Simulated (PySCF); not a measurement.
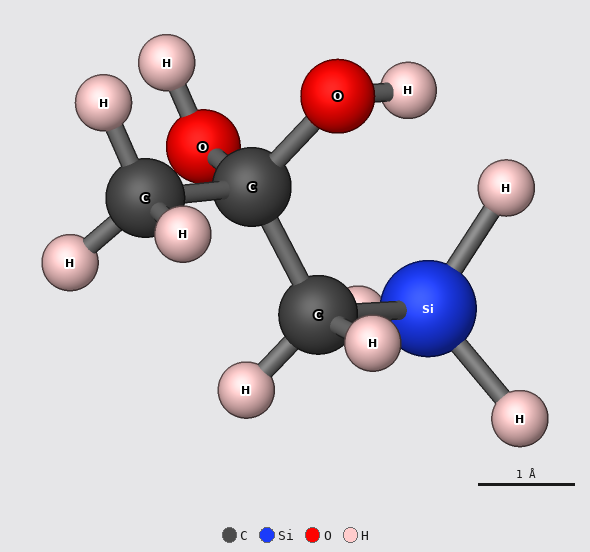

**Figure 1.** The structure (ball-and-stick view, seen at a tilt). Bond lengths as drawn: C–C 1.52 to 1.53 Å, C–H 1.10 Å, C–O 1.40 to 1.41 Å, C–Si 1.89 Å, H–O 0.97 Å and H–Si 1.49 to 1.50 Å.

Run report: C3H10O2Si, core-level calculation

- system: C3H10O2Si
- method: delta-SCF UKS SCAN, pcX-2 on the ionised atom, pcseg-1 elsewhere, spin-free X2C (PySCF 2.14.0)

Figures and captions count atoms from 1; the log counts them from 0 in places.

### Input file
```
{"job": {"kind": "xps", "holes": 5}, "charge": 0, "multiplicity": 1}
C      0.193172     0.558557    -0.324795
C      0.731277     0.876742    -1.709162
C     -0.310005    -0.880569    -0.199682
Si    -0.671112    -1.380246     1.589716
O      1.200242     0.686994     0.650985
O     -0.832418     1.480268    -0.086971
H     -0.044835     0.724812    -2.471993
H      1.594827     0.237502    -1.936011
H      1.043286     1.931849    -1.750331
H     -1.218720    -0.993437    -0.810695
H      0.442076    -1.580257    -0.599025
H      0.559880    -1.691189     2.367836
H     -1.557641    -2.585168     1.599786
H     -1.415828    -0.276686     2.283111
H      1.488464     1.608020     0.644490
H     -1.214428     1.271178     0.775578
```

The first line tells a small driver script what to run in PySCF; the rest is the geometry in Å.

Hardware: 1 CPU thread, shared host.

Launched with:
```bash
OMP_NUM_THREADS=1 python <driver script> task.json out
```

### Output
```
ground state, core basis on atom 0 (C), 169 functions
  cycle   1  E = -560.66491087  |g| = 8.73e-01
  cycle   2  E = -560.46739600  |g| = 1.32e+00
  cycle   3  E = -560.81413028  |g| = 1.12e-01
  cycle   4  E = -560.81629518  |g| = 4.65e-02
  cycle   5  E = -560.81683785  |g| = 1.01e-02
  cycle   6  E = -560.81686013  |g| = 5.04e-03
  cycle   7  E = -560.81686434  |g| = 1.04e-03
  cycle   8  E = -560.81686478  |g| = 6.57e-04
  cycle   9  E = -560.81686435  |g| = 5.26e-05
  E(ground) = -560.86118464 Eh
hole in C 1s of atom 0
  cycle   1  E = -549.46226118  |g| = 1.52e+00
[... 10 cycles left out ...]
  E(ion) = -550.06909066 Eh   <S^2> = 0.7748   hole on atom = 1.000   binding energy = 293.668 eV
ground state, core basis on atom 1 (C), 169 functions
[... 6 cycles left out ...]
  E(ground) = -560.85467918 Eh
hole in C 1s of atom 1
[... 11 cycles left out ...]
  E(ion) = -550.17122924 Eh   <S^2> = 0.7674   hole on atom = 1.000   binding energy = 290.711 eV
ground state, core basis on atom 2 (C), 169 functions
[... 6 cycles left out ...]
  E(ground) = -560.85565626 Eh
hole in C 1s of atom 2
[... 10 cycles left out ...]
  E(ion) = -550.18812458 Eh   <S^2> = 0.7678   hole on atom = 1.000   binding energy = 290.278 eV
ground state, core basis on atom 4 (O), 169 functions
[... 6 cycles left out ...]
  E(ground) = -560.88180006 Eh
hole in O 1s of atom 4
[... 10 cycles left out ...]
  E(ion) = -541.08351299 Eh   <S^2> = 0.7627   hole on atom = 1.000   binding energy = 538.739 eV
ground state, core basis on atom 5 (O), 169 functions
[... 6 cycles left out ...]
  E(ground) = -560.88238034 Eh
hole in O 1s of atom 5
  cycle   1  E = -540.23129011  |g| = 2.22e+00
  cycle   2  E = -539.40178905  |g| = 2.38e+00
  cycle   3  E = -540.91334914  |g| = 5.83e-01
  cycle   4  E = -540.96654939  |g| = 4.45e-01
  cycle   5  E = -541.04000225  |g| = 7.87e-02
  cycle   6  E = -541.04212910  |g| = 2.57e-02
  cycle   7  E = -541.04243086  |g| = 6.80e-03
  cycle   8  E = -541.04245185  |g| = 2.21e-03
  cycle   9  E = -541.04245488  |g| = 7.40e-04
  cycle  10  E = -541.04245557  |g| = 3.35e-04
  E(ion) = -541.08630236 Eh   <S^2> = 0.7627   hole on atom = 1.000   binding energy = 538.679 eV
```

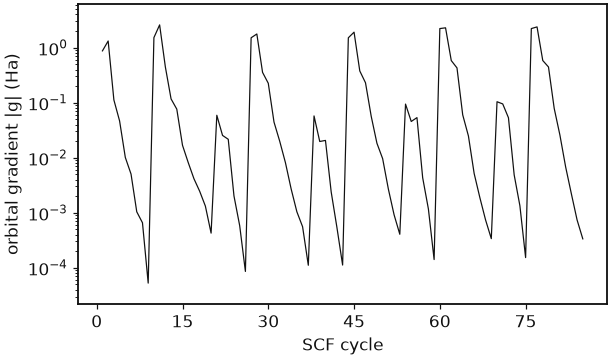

**Figure 2.** Convergence of the self-consistent field: orbital gradient |g| against the SCF cycle. All cycles printed in the log are drawn one after another.

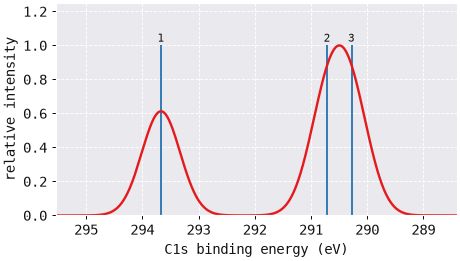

**Figure 3.** C1s binding energies by ΔSCF of the atoms computed, labelled by atom number, with a Gaussian envelope of 0.8 eV full width. They run from 290.28 eV (atom 3) to 293.67 eV (atom 1).

### Key numbers

| quantity | value |
| --- | --- |
| outcome | converged |
| wall time | 54 s |
| peak memory | 0.66 GiB |
